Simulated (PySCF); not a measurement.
**CH₈O₃Si₃: a tour of settings, part 1 of 2**

Aim: see how CH₈O₃Si₃ (`O=C[SiH2]O[SiH2]O[SiH3]`) answers to the choice of functional, basis, grid and SCF options.

Programs: PySCF 2.14.0, with density-fitted response routines of our own. Each step states its level of theory. These are calculated values for one molecule, in the gas phase or a continuum, unless marked as measured. Atoms count from 0, in the outputs and in this text.

## 1. Starting geometry

15 atoms, charge 0, multiplicity 1; geometry from: GFN2-xTB.

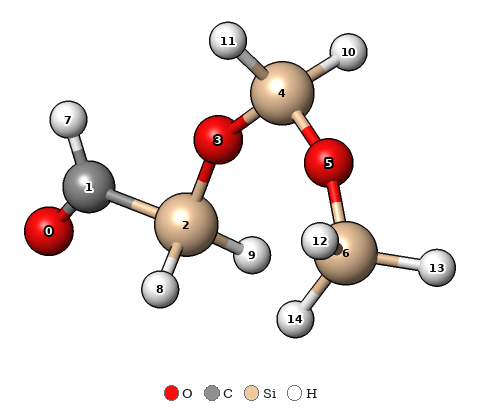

The starting geometry (oxygen red, carbon grey, silicon light orange, hydrogen white), atoms numbered.

## 2. Shielding tensors: PBE0/pcSseg-1

What the job is given:

```
{"job": {"kind": "nmr", "xc": "PBE0", "basis": "pcSseg-1"}, "charge": 0, "multiplicity": 1}
O     -4.305119    -0.053995     0.359073
C     -3.254871     0.517708     0.213293
Si    -1.622715    -0.352945    -0.291056
O     -0.573143     0.865484    -0.437470
Si     0.940736     1.399275    -0.706236
O      1.992600     0.191507    -0.539424
Si     2.584257    -1.246717    -0.073153
H     -3.213653     1.618134     0.383584
H     -1.212597    -1.265197     0.774357
H     -1.782672    -1.034289    -1.573478
H      1.010596     1.824396    -2.094386
H      1.186461     2.384097     0.334791
H      3.471880    -0.968966     1.054797
H      3.298468    -1.750559    -1.243576
H      1.475359    -2.119945     0.311317
```

With the program's defaults for keys left out, this is: GIAO PBE0/pcSseg-1 NMR shielding, non-relativistic, gas phase.

Run with:

```bash
$ OMP_NUM_THREADS=1 python probes_run.py task.json out
```

This one command runs all jobs of the session in turn.

Log:

```text
coarse grid: 14176 points
cycle   1  E = -1136.1383169787  dE =  8.760e-01  |g| = 1.221e+00  |ddm| = 3.617e+00
cycle   2  E = -1135.4973598552  dE =  6.410e-01  |g| = 2.188e+00  |ddm| = 2.378e+00
cycle   3  E = -1136.3921877130  dE = -8.948e-01  |g| = 2.486e-01  |ddm| = 1.717e+00
cycle   4  E = -1136.4012757247  dE = -9.088e-03  |g| = 1.296e-01  |ddm| = 2.019e-01
cycle   5  E = -1136.4042004711  dE = -2.925e-03  |g| = 1.756e-02  |ddm| = 9.322e-02
cycle   6  E = -1136.4042646139  dE = -6.414e-05  |g| = 4.134e-03  |ddm| = 1.919e-02
cycle   7  E = -1136.4042680437  dE = -3.430e-06  |g| = 1.168e-03  |ddm| = 4.481e-03
final grid: 123592 points
cycle   8  E = -1136.4741330758  dE =  2.789e-06  |g| = 1.364e-02  |ddm| = 1.606e-02
cycle   9  E = -1136.4740523767  dE =  8.070e-05  |g| = 2.506e-02  |ddm| = 2.048e-02
cycle  10  E = -1136.4741640580  dE = -1.117e-04  |g| = 2.547e-03  |ddm| = 1.393e-02
cycle  11  E = -1136.4741652150  dE = -1.157e-06  |g| = 2.728e-04  |ddm| = 1.699e-03
cycle  12  E = -1136.4741652276  dE = -1.268e-08  |g| = 6.787e-05  |ddm| = 2.585e-04
cycle  13  E = -1136.4741652286  dE = -1.011e-09  |g| = 1.773e-05  |ddm| = 6.944e-05
cycle  14  E = -1136.4741652287  dE = -5.548e-11  |g| = 8.352e-06  |ddm| = 1.851e-05
converged SCF energy = -1136.4741652287

GIAO shielding tensors (ppm)
atom      isotropic    diamagn.    paramagn.     s11        s22        s33       span
  0 O     -639.075     395.025   -1034.100  -1763.392   -564.386    410.552   2173.945
  1 C      -65.102     256.084    -321.186   -182.497    -91.599     78.790    261.287
  2 Si     408.961     881.762    -472.801    349.778    388.731    488.372    138.594
  3 O      283.380     402.138    -118.758    243.475    256.582    350.083    106.608
  4 Si     394.039     880.729    -486.690    387.890    393.285    400.941     13.052
  5 O      292.112     400.928    -108.815    234.427    271.067    370.843    136.416
  6 Si     391.308     879.980    -488.672    355.804    359.836    458.283    102.479
  7 H       19.284      28.329      -9.045     13.500     20.573     23.780     10.280
  8 H       26.781      31.973      -5.192     22.843     26.401     31.098      8.255
  9 H       26.869      30.464      -3.595     23.289     25.574     31.743      8.454
 10 H       26.639      29.261      -2.622     23.096     24.504     32.316      9.220
 11 H       26.588      30.084      -3.496     23.001     24.456     32.307      9.307
 12 H       26.398      28.987      -2.589     23.036     24.730     31.429      8.393
 13 H       26.436      28.621      -2.185     23.088     24.756     31.464      8.376
 14 H       26.370      31.574      -5.204     22.437     26.219     30.455      8.017
```

It took 26 s on 1 thread of Arm Neoverse V2, shared host; peak memory 0.81 GiB.

Shifts follow as δ = σ(reference) − σ, with reference shieldings (ppm) from runs at the same level and on the same kind of geometry: ¹H TMS 31.72, ¹³C TMS 186.9, ²⁹Si TMS 349.2, ¹⁷O H2O 336.1. The references are single molecules in the gas phase, so shifts against H2O, NH3, PH3, H3PO4 or CFCl3 are not on the usual liquid scales and can be off by tens of ppm. Atoms listed in one row are averaged.

```csv
atoms,environment,σ (ppm),δ (ppm),δ scaled to CDCl3
C1,carbonyl carbon,-65.1,252.0,244.1
H7,hydrogen on a carbonyl carbon,19.28,12.43,11.83
"H12, H13, H14",hydrogen on a silicon bonded to O,26.40,5.32,–
"H10, H11",hydrogen on a silicon bonded to 2 O,26.61,5.10,–
"H8, H9","hydrogen on a silicon bonded to C, O",26.82,4.89,–
O0,carbonyl oxygen,-639.1,975.2,–
O3,oxygen bonded to 2 Si,283.4,52.7,–
O5,oxygen bonded to 2 Si,292.1,44.0,–
Si6,"silicon bonded to O, 3 H",391.3,-42.1,–
Si4,"silicon bonded to 2 O, 2 H",394.0,-44.9,–
Si2,"silicon bonded to C, O, 2 H",409.0,-59.8,–
```

The scaled column applies a straight-line fit of computed shieldings to shifts measured in CDCl3 (root-mean-square error 0.16 ppm for H, 1.9 ppm for C).

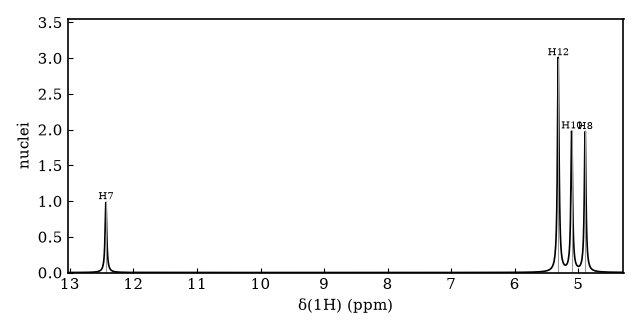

¹H lines at the computed shifts, without couplings. Lines are broadened to a width of 0.03 ppm (Lorentzian).

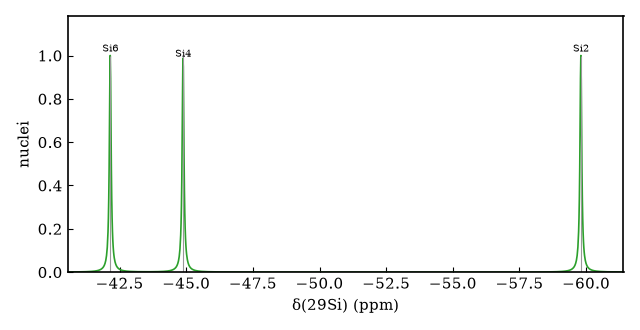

²⁹Si lines at the computed shifts, without couplings. Lines are broadened to a width of 0.08 ppm (Lorentzian).

Charges from the same density, by scheme (e):

```csv
atoms,Mulliken,IAO,Hirshfeld,ESP fit
O0,-0.34,-0.36,-0.21,-0.42
C1,-0.05,-0.01,0.04,0.35
Si2,0.83,0.98,0.41,0.42
O3,-0.74,-0.89,-0.30,-0.43
Si4,1.05,1.23,0.47,0.68
O5,-0.72,-0.89,-0.30,-0.43
Si6,0.73,0.89,0.40,0.64
```

ESP fit charges:

O0 -0.42; C1 0.35; Si2 0.42; O3 -0.43; Si4 0.68; O5 -0.43; Si6 0.64; H7 -0.01; H8 -0.08; H9 -0.08; H10 -0.12; H11 -0.12; H12 -0.13; H13 -0.14; H14 -0.13

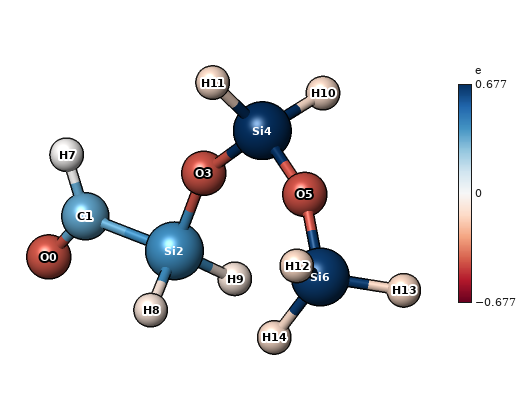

ESP fit charges, as colours on the atoms.

Mayer bond orders: O0–C1 1.96, C1–Si2 0.83, Si2–O3 0.93, O3–Si4 0.92, Si4–O5 0.97, O5–Si6 0.91.

The fields below are evaluated on a grid from the run's orbitals.

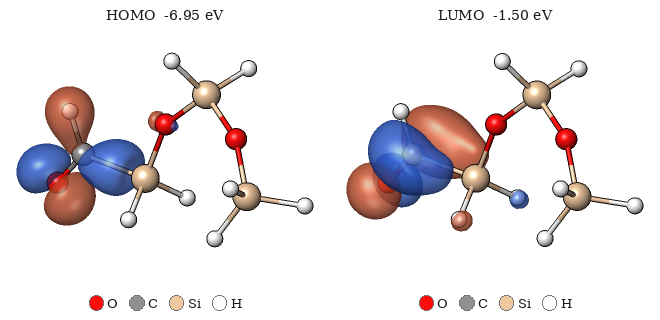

Frontier orbitals at PBE0/pcSseg-1; each surface holds 70 % of the orbital's density, blue and red mark the sign.

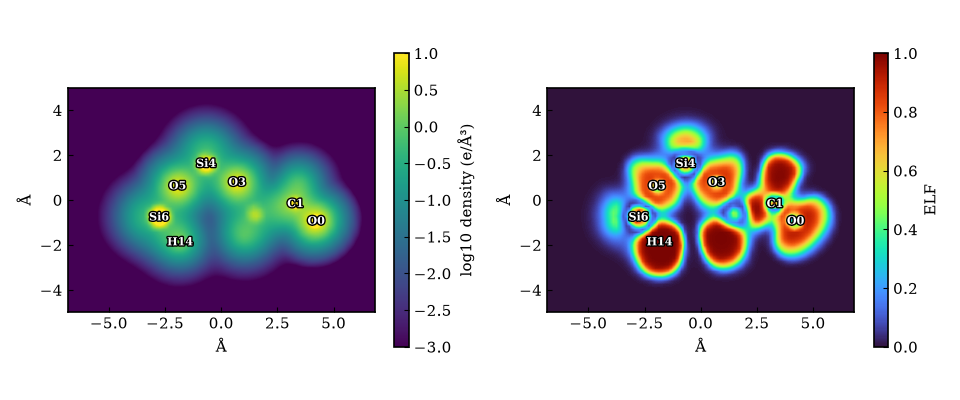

Density (left) and ELF (right) in a plane through or near 7 of the atoms.

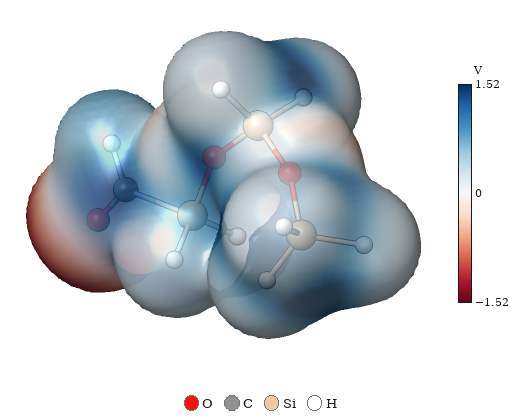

The potential that a unit positive charge feels on the 0.002 e/bohr³ surface, from -1.49 V near O0 to 1.52 V near H12.

## 3. TDDFT and polarisability: PBE0/def2-SVPD

The job, as its differences from that of step 2:

```diff
@@ -1,2 +1,2 @@
-{"job": {"kind": "nmr", "xc": "PBE0", "basis": "pcSseg-1"}, "charge": 0, "multiplicity": 1}
+{"job": {"kind": "uv", "xc": "PBE0", "basis": "def2-SVPD", "nstates": 6, "ntriplets": 2}, "charge": 0, "multiplicity": 1}
 O     -4.305119    -0.053995     0.359073
```

Method: TDDFT PBE0/def2-SVPD, vertical, gas phase, core orbitals frozen in the response.

Log:

```text
coarse grid: 14176 points
cycle   1  E = -1135.6573315437  dE =  8.396e-01  |g| = 1.150e+00  |ddm| = 8.861e+00
cycle   2  E = -1134.9961261151  dE =  6.612e-01  |g| = 2.148e+00  |ddm| = 3.644e+00
cycle   3  E = -1135.9000981268  dE = -9.040e-01  |g| = 2.327e-01  |ddm| = 2.483e+00
cycle   4  E = -1135.9078889692  dE = -7.791e-03  |g| = 1.306e-01  |ddm| = 3.693e-01
cycle   5  E = -1135.9110799327  dE = -3.191e-03  |g| = 1.414e-02  |ddm| = 2.205e-01
cycle   6  E = -1135.9111329944  dE = -5.306e-05  |g| = 3.760e-03  |ddm| = 8.786e-02
cycle   7  E = -1135.9111361100  dE = -3.116e-06  |g| = 1.057e-03  |ddm| = 5.763e-03
final grid: 123592 points
cycle   8  E = -1136.0710311198  dE = -4.749e-07  |g| = 1.242e-02  |ddm| = 1.082e-01
cycle   9  E = -1136.0709551349  dE =  7.598e-05  |g| = 2.346e-02  |ddm| = 3.184e-02
cycle  10  E = -1136.0710591371  dE = -1.040e-04  |g| = 2.284e-03  |ddm| = 2.059e-02
cycle  11  E = -1136.0710601450  dE = -1.008e-06  |g| = 1.716e-04  |ddm| = 2.302e-03
cycle  12  E = -1136.0710601516  dE = -6.603e-09  |g| = 6.600e-05  |ddm| = 5.968e-04
cycle  13  E = -1136.0710601527  dE = -1.061e-09  |g| = 1.472e-05  |ddm| = 1.344e-04
cycle  14  E = -1136.0710601527  dE = -6.094e-11  |g| = 5.369e-06  |ddm| = 4.144e-05
converged SCF energy = -1136.0710601527

Static polarisability (au): isotropic 94.917, principal 80.975 93.298 110.477

Singlet excitations
state   eV       nm        f      main configurations
  1   3.1541    393.1   0.00058   H->L 0.98
  2   5.7583    215.3   0.01392   H->L+1 0.72, H->L+2 0.20
  3   6.0783    204.0   0.00717   H-1->L 0.89
  4   6.3986    193.8   0.01008   H->L+2 0.62, H->L+1 0.26, H->L+3 0.08
  5   6.4279    192.9   0.01789   H->L+3 0.78, H->L+2 0.10
  6   6.6427    186.6   0.01180   H-2->L 0.85

Triplet excitations (Tamm-Dancoff, eV): 2.4159 5.5008
```

Run time: 37 s. Hardware: 1 thread of Arm Neoverse V2, shared host; peak memory 0.91 GiB.

The orbitals next to the gap, with their largest atomic shares:

```csv
orbital,eV,atoms
HOMO−3,-9.38,"O5 24 %, Si6 18 %, O3 14 %"
HOMO−2,-9.22,"O5 23 %, Si6 17 %, O3 14 %"
HOMO−1,-8.66,"O5 21 %, Si4 16 %, O3 13 %"
HOMO,-7.08,"O0 50 %, C1 21 %, Si2 11 %"
LUMO,-1.72,"C1 41 %, O0 34 %, Si2 13 %"
LUMO+1,-0.31,"Si6 25 %, Si4 13 %, Si2 12 %"
LUMO+2,0.17,"Si2 16 %, Si4 14 %, Si6 13 %"
```

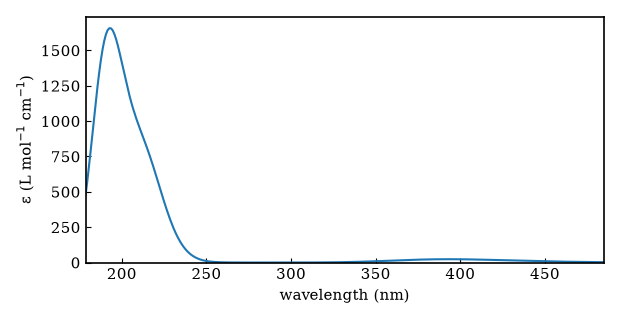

Absorption spectrum: each of the 6 states is a Gaussian band of 0.4 eV half-width at 1/e. Beyond the last state computed it falls off for lack of states.

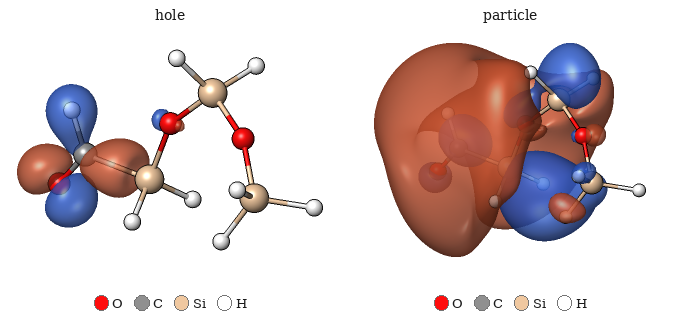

Leading natural transition orbitals of singlet state 5: the electron leaves the hole (left) for the particle orbital (right).

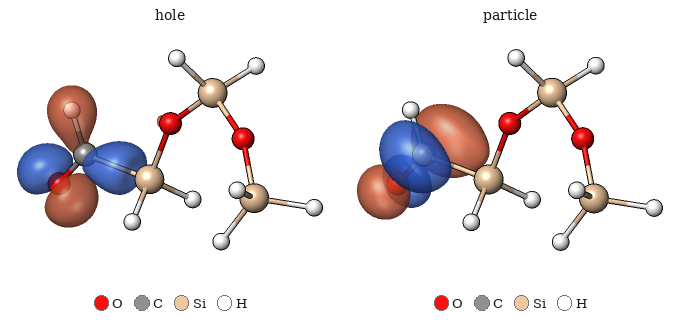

Leading natural transition orbitals of singlet state 1: the electron leaves the hole (left) for the particle orbital (right).

Ground-state properties from the same run:

```csv
property,computed
dipole moment (D),2.70
polarisability (Å³),14.07
HOMO–LUMO gap (eV),5.36
−ε(HOMO) (eV),7.08
```

## 4. TDDFT and polarisability: HSE06/3-21G

The job, as its differences from that of step 3:

```diff
@@ -1,2 +1,2 @@
-{"job": {"kind": "uv", "xc": "PBE0", "basis": "def2-SVPD", "nstates": 6, "ntriplets": 2}, "charge": 0, "multiplicity": 1}
+{"job": {"kind": "uv", "xc": "HSE06", "basis": "3-21G", "nstates": 1, "ntriplets": 0, "tda": false, "scf": {"damp": 2.0, "max_cycle": 72}}, "charge": 0, "multiplicity": 1}
 O     -4.305119    -0.053995     0.359073
```

Method: TDDFT HSE06/3-21G, vertical, gas phase, core orbitals frozen in the response.

Log:

```text
damping 2.00 in the first 6 cycles
final grid: 123592 points
cycle   1  E = -1130.2116049611  dE =  4.024e-01  |g| = 1.202e+00  |ddm| = 3.653e+00
cycle   2  E = -1127.9594367146  dE =  2.252e+00  |g| = 3.795e+00  |ddm| = 1.724e+00
cycle   3  E = -1109.6960789832  dE =  1.826e+01  |g| = 9.311e+00  |ddm| = 5.303e+00
cycle   4  E = -1048.1023003198  dE =  6.159e+01  |g| = 1.034e+01  |ddm| = 1.507e+01
cycle   5  E = -886.1869889590  dE =  1.619e+02  |g| = 9.775e+00  |ddm| = 3.282e+01
cycle   6  E = -956.5953298016  dE = -7.041e+01  |g| = 7.682e+00  |ddm| = 6.576e+01
cycle   7  E = -887.3165444540  dE =  6.928e+01  |g| = 1.068e+01  |ddm| = 6.896e+01
cycle   8  E = -1089.1802252658  dE = -2.019e+02  |g| = 8.233e+00  |ddm| = 3.473e+01
cycle   9  E = -1107.2123395976  dE = -1.803e+01  |g| = 5.457e+00  |ddm| = 1.457e+01
cycle  10  E = -1116.9063351004  dE = -9.694e+00  |g| = 4.392e+00  |ddm| = 1.059e+01
cycle  11  E = -1109.6670448562  dE =  7.239e+00  |g| = 4.985e+00  |ddm| = 1.619e+01
cycle  12  E = -1129.2445881813  dE = -1.958e+01  |g| = 2.205e+00  |ddm| = 1.440e+01
cycle  13  E = -1120.4573556760  dE =  8.787e+00  |g| = 3.651e+00  |ddm| = 9.232e+00
cycle  14  E = -1129.4655926595  dE = -9.008e+00  |g| = 1.775e+00  |ddm| = 8.797e+00
cycle  15  E = -1130.1438400440  dE = -6.782e-01  |g| = 1.273e+00  |ddm| = 3.576e+00
cycle  16  E = -1130.4252061503  dE = -2.814e-01  |g| = 4.869e-01  |ddm| = 1.472e+00
cycle  17  E = -1130.4738748472  dE = -4.867e-02  |g| = 1.318e-01  |ddm| = 5.683e-01
cycle  18  E = -1130.4773413701  dE = -3.467e-03  |g| = 7.435e-02  |ddm| = 1.921e-01
cycle  19  E = -1130.4785927775  dE = -1.251e-03  |g| = 1.987e-02  |ddm| = 9.359e-02
cycle  20  E = -1130.4786623828  dE = -6.961e-05  |g| = 9.247e-03  |ddm| = 2.871e-02
cycle  21  E = -1130.4786790555  dE = -1.667e-05  |g| = 9.434e-04  |ddm| = 8.846e-03
cycle  22  E = -1130.4786792646  dE = -2.091e-07  |g| = 2.243e-04  |ddm| = 1.361e-03
cycle  23  E = -1130.4786792775  dE = -1.289e-08  |g| = 6.314e-05  |ddm| = 3.679e-04
cycle  24  E = -1130.4786792786  dE = -1.123e-09  |g| = 1.520e-05  |ddm| = 1.035e-04
cycle  25  E = -1130.4786792787  dE = -5.912e-11  |g| = 4.037e-06  |ddm| = 1.775e-05
converged SCF energy = -1130.4786792787

Static polarisability (au): isotropic 71.330, principal 60.041 70.844 83.106

Singlet excitations
state   eV       nm        f      main configurations
  1   3.2474    381.8   0.00077   H->L 0.98
```

Run time: 19 s. Hardware: 1 thread of Arm Neoverse V2, shared host; peak memory 0.55 GiB.

Despite a damping factor outside the range 0 to 1, the SCF converged in 25 cycles.

In short: HOMO -6.11 eV, LUMO -1.31 eV; lowest singlet 3.25 eV.

## 5. Nuclear shieldings: LDA/def2-SVPD

The job, as its differences from that of step 4:

```diff
@@ -1,2 +1,2 @@
-{"job": {"kind": "uv", "xc": "HSE06", "basis": "3-21G", "nstates": 1, "ntriplets": 0, "tda": false, "scf": {"damp": 2.0, "max_cycle": 72}}, "charge": 0, "multiplicity": 1}
+{"job": {"kind": "nmr", "xc": "LDA", "basis": "def2-SVPD", "pop": false, "grid": 1, "scf": {"conv": 1e-06}}, "charge": 0, "multiplicity": 1}
 O     -4.305119    -0.053995     0.359073
```

Method: GIAO LDA/def2-SVPD NMR shielding, non-relativistic, gas phase.

Log:

```text
final grid: 59736 points
cycle   1  E = -1130.9316185557  dE =  9.135e-01  |g| = 1.297e+00  |ddm| = 1.010e+01
cycle   2  E = -1128.8450299610  dE =  2.087e+00  |g| = 3.369e+00  |ddm| = 5.691e+00
cycle   3  E = -1131.2228592529  dE = -2.378e+00  |g| = 3.741e-01  |ddm| = 4.691e+00
cycle   4  E = -1131.2277092711  dE = -4.850e-03  |g| = 3.604e-01  |ddm| = 7.590e-01
cycle   5  E = -1131.2524755243  dE = -2.477e-02  |g| = 5.630e-02  |ddm| = 5.334e-01
cycle   6  E = -1131.2533034297  dE = -8.279e-04  |g| = 1.649e-02  |ddm| = 2.369e-01
cycle   7  E = -1131.2533659039  dE = -6.247e-05  |g| = 6.108e-03  |ddm| = 2.762e-02
cycle   8  E = -1131.2533724216  dE = -6.518e-06  |g| = 2.393e-03  |ddm| = 1.562e-02
cycle   9  E = -1131.2533735439  dE = -1.122e-06  |g| = 5.812e-04  |ddm| = 3.822e-03
cycle  10  E = -1131.2533736217  dE = -7.775e-08  |g| = 1.365e-04  |ddm| = 2.725e-03
converged SCF energy = -1131.2533736217

GIAO shielding tensors (ppm)
atom      isotropic    diamagn.    paramagn.     s11        s22        s33       span
  0 O     -559.968     381.956    -941.923  -1641.404   -452.441    413.941   2055.345
  1 C      -65.127     253.776    -318.903   -204.227    -73.999     82.847    287.074
  2 Si     451.134     892.254    -441.119    397.123    434.024    522.257    125.134
  3 O      276.434     405.798    -129.364    238.110    249.630    341.562    103.452
  4 Si     431.699     896.445    -464.746    426.884    431.863    436.350      9.467
  5 O      283.526     392.478    -108.953    227.244    262.967    360.366    133.122
  6 Si     428.596     885.678    -457.082    394.444    402.920    488.425     93.981
  7 H       18.048      30.114     -12.066     11.052     20.118     22.975     11.923
  8 H       25.761      36.509     -10.748     22.164     25.248     29.871      7.707
  9 H       25.885      32.525      -6.640     22.582     24.496     30.576      7.994
 10 H       25.553      21.738       3.815     22.075     23.528     31.057      8.983
 11 H       25.497      24.121       1.376     21.985     23.438     31.068      9.083
 12 H       25.470      30.009      -4.539     22.190     23.884     30.336      8.146
 13 H       25.496      29.617      -4.121     22.198     23.919     30.371      8.173
 14 H       25.334      37.065     -11.731     21.496     25.114     29.393      7.897
```

Run time: 19 s. Hardware: 1 thread of Arm Neoverse V2, shared host; peak memory 0.76 GiB.

Key values: δ C1 256.6, O0 904.2, O3 67.8, O5 60.7, H7 13.34, H12 5.95 ppm (means over like atoms).

(Continued in part 2 of 2.)
